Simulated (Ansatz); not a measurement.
**InClF2 (SMILES [F][In]([F])[Cl]) at B3LYP/def2-SVP (core potential)**

What is the vertical singlet–triplet gap of InClF2 at B3LYP/def2-SVP (core potential)? 

The results are computed with Ansatz 0.2.0.

54 further runs of the same task are left out: 3 that didn't finish, 51 set aside as unsound or not needed.

### 1 The structure to begin with

The species is InClF2 (4 atoms), meant as a singlet with charge 0. As SMILES, `[F][In]([F])[Cl]`. Geometry: relaxed at PBE0-D4/def2-TZVP.

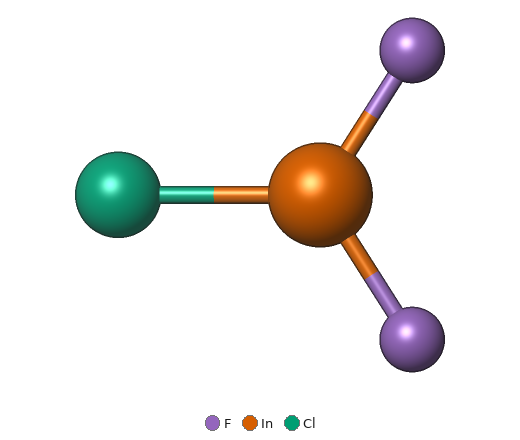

The structure, seen from a chosen angle (fluorine purple, indium orange, chlorine teal).

### 2 A single-point energy at B3LYP/def2-SVP (core potential)

Contents of job.yaml:

```yaml
crystal:
  periodic: [false, false, false]
  atoms:
    - {symbol: F, position_ang: [0.588200, 0.614600, 1.749600]}
    - {symbol: In, position_ang: [0.046700, -0.040500, 0.025100]}
    - {symbol: F, position_ang: [0.831500, -1.720700, -0.482100]}
    - {symbol: Cl, position_ang: [-1.410900, 1.086300, -1.312800]}
basis:
  gaussian:
    orbitals: def2-SVP
hamiltonian:
  xc: {name: B3LYP}
accuracy: high
output:
  orbitals: {seedname: orbitals}
```

Command:

```bash
$ ansatz run job.yaml --threads 1 --pin off --max-ram 3480MiB --events-out events.jsonl --progress --plain --runs-dir runs
```

Log:

```text
Warning: RAYON_NUM_THREADS=1 ignored (pool sized by the plan → 1); use --threads N
Functional definition: B3LYP
  name "B3LYP"
  parameter a0 = 0.2
  parameter ax = 0.72
  parameter ac = 0.81
  exchange = (1 - a0 - ax)*slater_x + ax*b88_x + a0*exact_x
  correlation = (1 - ac)*vwn_rpa_c + ac*lyp_c
1486 factors; integrals over basis functions are off by at most 3.0e-9 eV
mean field evaluation 1: about -23120.8674 eV, gradient 5.5e1 eV
mean field evaluation 2: about -23095.2838 eV, gradient 1.3e2 eV
mean field evaluation 4: about -23126.1634 eV, gradient 6.0e0 eV
mean field evaluation 8: about -23126.3117 eV, gradient 1.4e-1 eV
mean field evaluation 16: about -23126.3117 eV, gradient 7.4e-6 eV
mean field -23126.31170295 eV, -849.8762795065 hartree, gradient 3.3e-8 eV, S^2 0.000000; 0 other end points of the search recorded, 0 dependent functions left out
reference -23126.31174096 eV, -849.8762809030 hartree; 28, 28 occupied and 44, 44 virtual orbitals, 1486 factors
Total energy: -23126.31174096 eV, -849.8762809030 hartree
```

Wall time 4.5 s (1 thread of Arm Neoverse V2, shared host); peak memory 0.22 GiB.

### 3 The triplet at the same level

Contents of input.yaml:

```yaml
crystal:
  periodic: [false, false, false]
  atoms:
    - {symbol: F, position_ang: [0.588200, 0.614600, 1.749600]}
    - {symbol: In, position_ang: [0.046700, -0.040500, 0.025100]}
    - {symbol: F, position_ang: [0.831500, -1.720700, -0.482100]}
    - {symbol: Cl, position_ang: [-1.410900, 1.086300, -1.312800]}
basis:
  gaussian: {orbitals: def2-SVP}
magnetization: {spin_polarized: true, initial_magnetization: 2}
hamiltonian: {xc: {name: B3LYP}}
accuracy: high
output: {orbitals: {seedname: orbitals}}
```

Command:

```bash
$ ansatz run input.yaml --threads 1 --pin off --max-ram 3480MiB --events-out events.jsonl --progress --plain --runs-dir runs
```

Log, shortened:

```text
Warning: RAYON_NUM_THREADS=1 ignored (pool sized by the plan → 1); use --threads N
Functional definition: B3LYP
  name "B3LYP"
[...]
1486 factors; integrals over basis functions are off by at most 3.0e-9 eV
[...]
mean field -23121.36125458 eV, -849.6943538844 hartree, gradient 5.5e-8 eV, S^2 2.005660; 9 other end points of the search recorded, 0 dependent functions left out
reference -23121.36129245 eV, -849.6943552758 hartree; 29, 27 occupied and 43, 45 virtual orbitals, 1486 factors
Total energy: -23121.36129245 eV, -849.6943552758 hartree
```

Run time: 33 s. Hardware: 1 thread of Arm Neoverse V2, shared host; peak memory 0.38 GiB.

### 4 Results

At B3LYP/def2-SVP (core potential):

| quantity | value |
| --- | --- |
| singlet: total energy | -849.87628 Eh |
| singlet: HOMO energy | -9.38 eV |
| singlet: LUMO energy | -3.31 eV |
| singlet: HOMO–LUMO gap | 6.07 eV |
| triplet: total energy | -849.69436 Eh |
| triplet: HOMO energy (highest over α and β) | -4.82 eV |
| triplet: ⟨S²⟩ | 2.006 |
| vertical energy of the triplet above the singlet | 4.950 eV |

In words: At this shape the triplet lies 4.95 eV (478 kJ/mol) above the singlet.
